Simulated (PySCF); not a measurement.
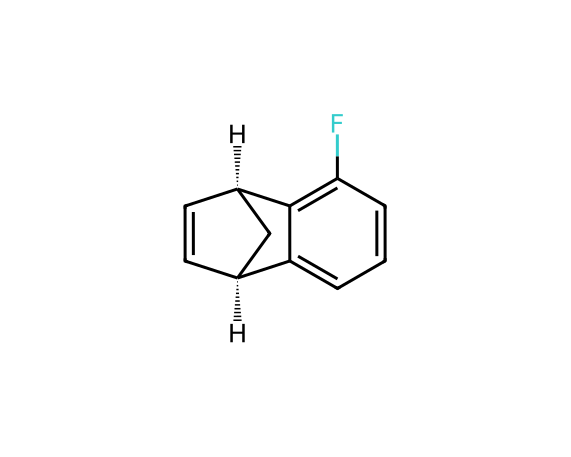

Transcribe the drawing into SMILES.

Fc1cccc2c1[C@@H]1C=C[C@H]2C1

What is the molecular formula?

C11H9F.

An optimisation with GFN2-xTB gave a structure of which point group?

C1.

More results for the same structure follow; atom numbers are the same in all pictures, views and colours differ. The geometry was computed by an optimisation with GFN2-xTB. No frequency run is at hand to confirm it as a minimum.

### Dipole moment

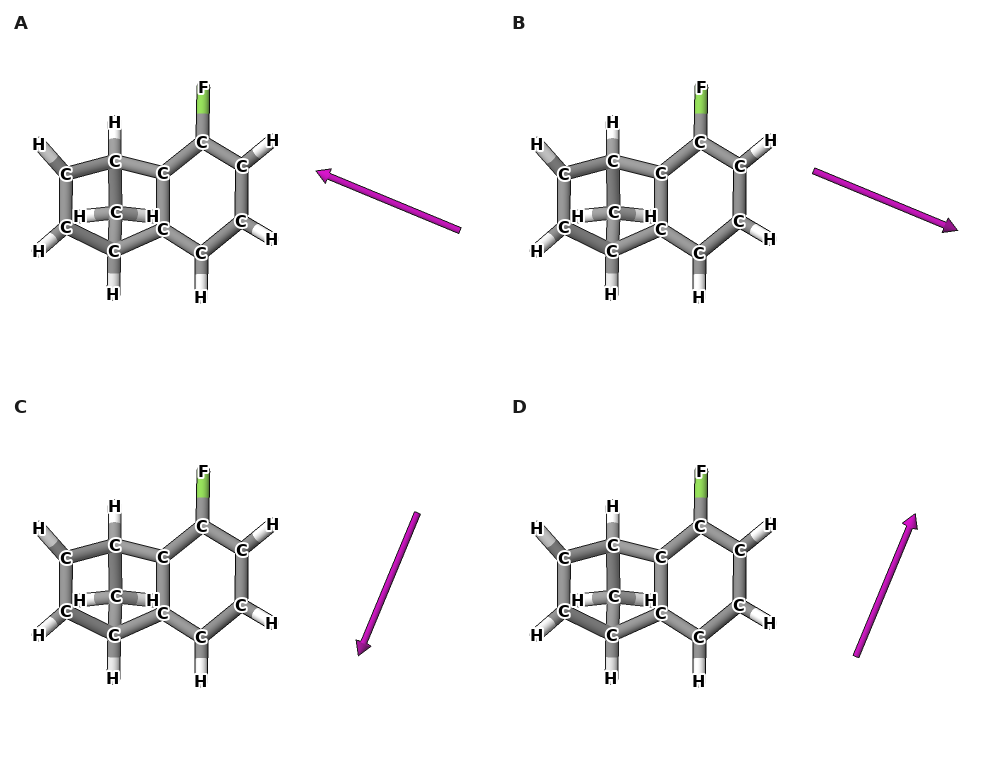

The same molecule four times, each with an arrow. No frequency run is at hand to confirm it as a minimum. Level of theory: PBE0/pcSseg-1, gas phase (PySCF 2.14.0).

Which arrow points along the dipole moment, from the negative to the positive end?

C. The dipole moment is 1.72 D.

### Charges

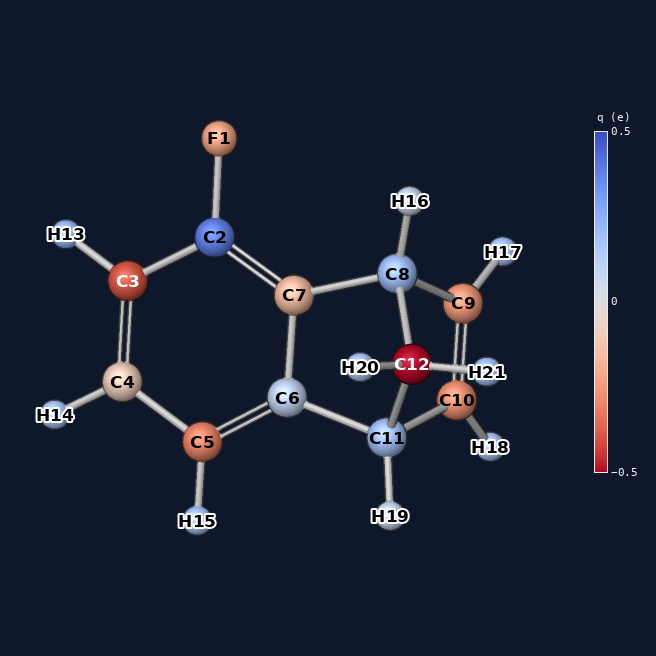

Atoms are coloured by their ESP-fitted charges. No frequency run is at hand to confirm it as a minimum. Level of theory: PBE0/pcSseg-1, gas phase (PySCF 2.14.0).

Give the ESP-fitted charges atom by atom.

```json
{"atom": "F1", "value (e)": "−0.21"}
{"atom": "C2", "value (e)": "0.37"}
{"atom": "C3", "value (e)": "−0.39"}
{"atom": "C4", "value (e)": "−0.08"}
{"atom": "C5", "value (e)": "−0.29"}
{"atom": "C6", "value (e)": "0.09"}
{"atom": "C7", "value (e)": "−0.14"}
{"atom": "C8", "value (e)": "0.18"}
{"atom": "C9", "value (e)": "−0.25"}
{"atom": "C10", "value (e)": "−0.26"}
{"atom": "C11", "value (e)": "0.18"}
{"atom": "C12", "value (e)": "−0.50"}
{"atom": "H13", "value (e)": "0.21"}
{"atom": "H14", "value (e)": "0.15"}
{"atom": "H15", "value (e)": "0.16"}
{"atom": "H16", "value (e)": "0.07"}
{"atom": "H17", "value (e)": "0.16"}
{"atom": "H18", "value (e)": "0.17"}
{"atom": "H19", "value (e)": "0.06"}
{"atom": "H20", "value (e)": "0.15"}
{"atom": "H21", "value (e)": "0.17"}
```

### Bond orders

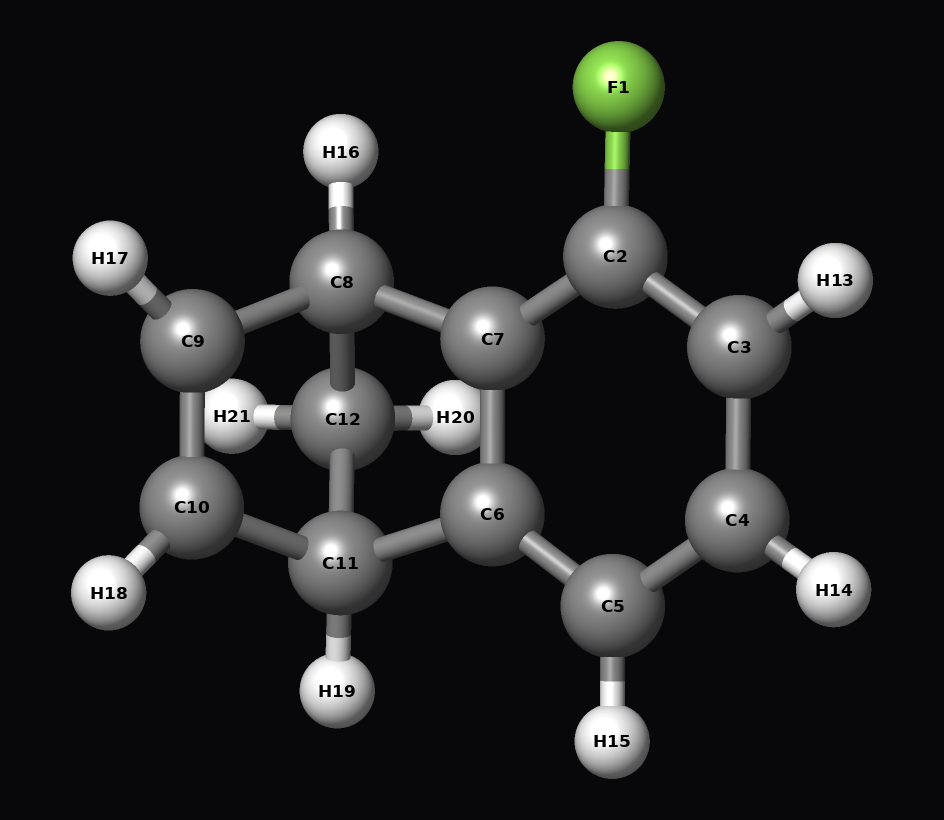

Every bond is drawn as one stick. No frequency run is at hand to confirm it as a minimum. Level of theory: PBE0/pcSseg-1 (PySCF 2.14.0).

Which bond between heavy atoms has the highest Mayer bond order?

C9–C10, 1.83, at a length of 1.325 Å.

List the Mayer bond orders of F1–C2, C2–C3, C2–C7, C3–C4, C4–C5, C5–C6, C6–C7, C6–C11, C7–C8, C8–C9, C8–C12, C9–C10, C10–C11, C11–C12 (bonds between heavy atoms, one of each equivalent set).

```tsv
bond	Mayer order	length (Å)
F1–C2	0.88	1.353
C2–C3	1.42	1.392
C2–C7	1.45	1.371
C3–C4	1.47	1.381
C4–C5	1.40	1.394
C5–C6	1.50	1.373
C6–C7	1.25	1.400
C6–C11	0.94	1.515
C7–C8	0.95	1.513
C8–C9	0.97	1.520
C8–C12	0.95	1.541
C9–C10	1.83	1.325
C10–C11	0.96	1.520
C11–C12	0.96	1.541
```

### Ring current

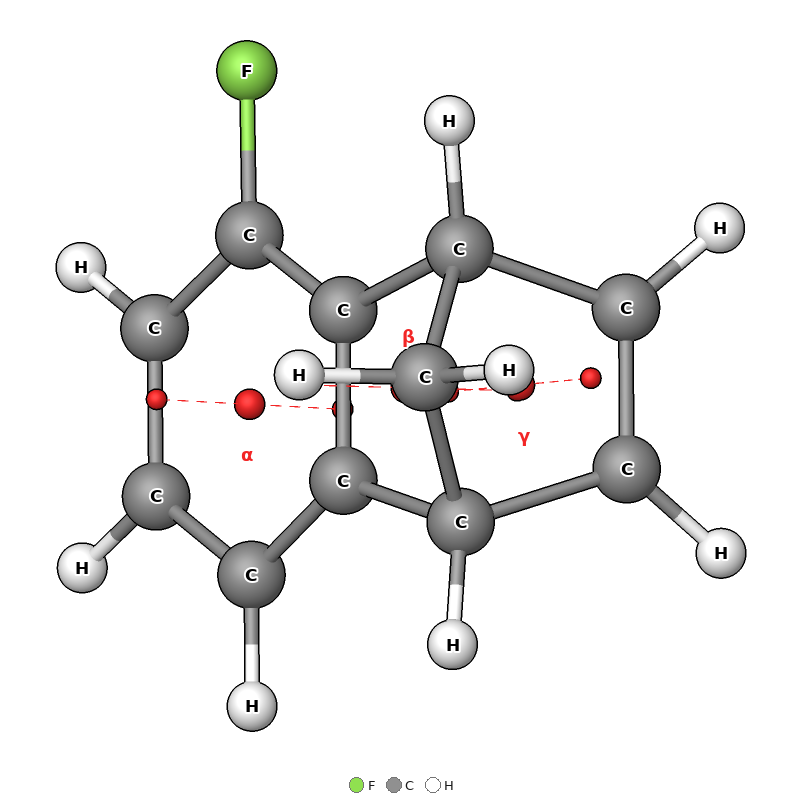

The small points mark where nucleus-independent chemical shifts (NICS) were computed: at the centre of each lettered ring and 1 Å above and below it. No frequency run is at hand to confirm it as a minimum. Properties computed with GIAO PBE0/pcSseg-1 NMR shielding, non-relativistic, gas phase (PySCF 2.14.0).

Give NICS(0), NICS(1) and the out-of-plane component NICS(1)zz for each ring (means of the two sides).

| ring | members | NICS(0) | NICS(1) | NICS(1)zz |
| --- | --- | --- | --- | --- |
| α | C6 | −10.1 | −10.9 | −25.1 |
| β | C5 | −1.6 | −3.6 | −2.3 |
| γ | C5 | −1.2 | −3.1 | −6.3 |

Values in ppm.

What do the values say about the ring currents?

Ring α: diatropic, as in an aromatic ring. Ring β: weak, as in a non-aromatic ring. Ring γ: weak, as in a non-aromatic ring. NICS is one index among several.
